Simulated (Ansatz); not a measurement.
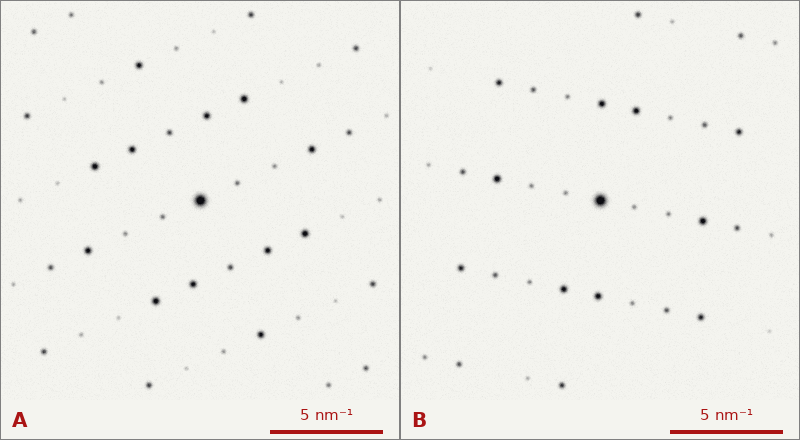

Kinematic electron diffraction patterns (300 kV, B = 0.5 Å², same scale, each along a low-index zone) of two structures of composition Sc2Br, each relaxed at zero pressure with Ansatz 0.2.0, DFT PBE, scalar-relativistic, plane waves, PAW. The runs are not spin-polarised.

The structures (standard cells):
1. I4_1/amd (No. 141), a = 3.322 Å, c = 25.402 Å, 12 atoms; generated start, possibly hypothetical
2. I4/mmm (No. 139), a = 7.676 Å, c = 6.014 Å, 12 atoms; generated start, possibly hypothetical

Q: Which pattern belongs to which structure, and along which zone?

A: A is structure 2 along [110] or an equivalent direction: rectangular net of 1 -1 0 at d = 5.43 Å and 0 0 2 at d = 3.01 Å, 90.0° apart. B is structure 1 along [110] or an equivalent direction: centred rectangular net of 0 0 4 at d = 6.35 Å and 1 -1 2 at d = 2.31 Å, 79.5° apart (some points of this net are extinct or too weak to see).

Q: Which structure lies lowest at this level of theory, and by how much?

A: Structure 1 (I4_1/amd, 23.36 Å³ an atom) is the lowest of these; structure 2 (I4/mmm, 29.53 Å³ an atom) lies about 330 meV an atom higher. These are static energies at 0 K; other structures, not shown, may lie lower still.
